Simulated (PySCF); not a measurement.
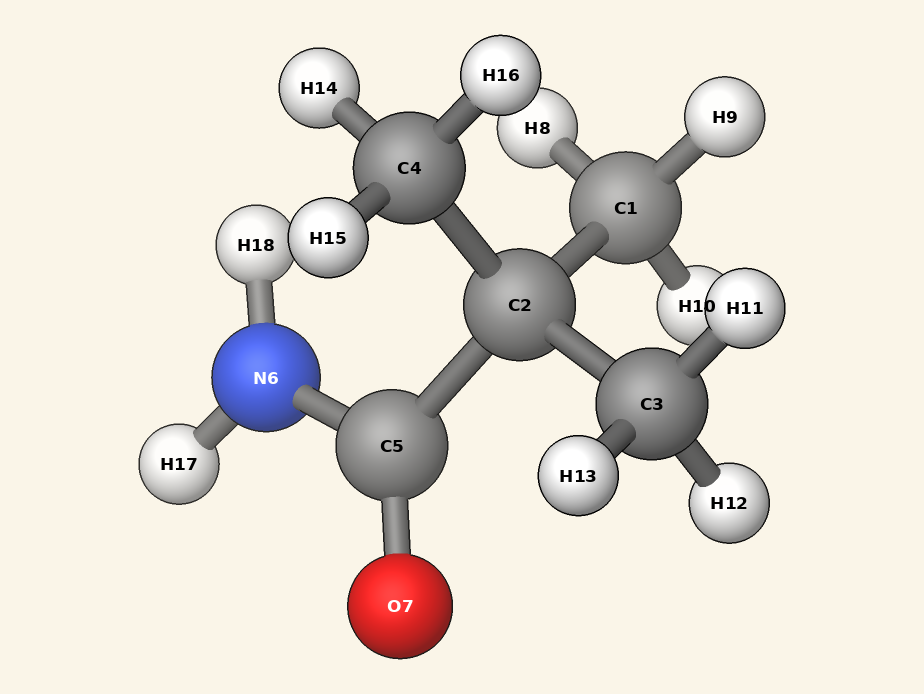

The geometry was computed by an optimisation with GFN2-xTB. No frequency run is at hand to confirm it as a minimum. Electric field gradients from the ground-state density, PBE0/pcSseg-1 (PySCF 2.14.0), non-relativistic apart from any core potentials.

Give the largest field-gradient component, the quadrupole coupling constant and the asymmetry for 14N at N6 (Q = 20.44 mb), 17O at O7 (Q = −25.6 mb).

| atom | V_zz (a.u.) | e²qQ/h (MHz) | η |
| --- | --- | --- | --- |
| N6 | −0.981 | −4.71 | 0.01 |
| O7 | −1.641 | 9.87 | 0.04 |
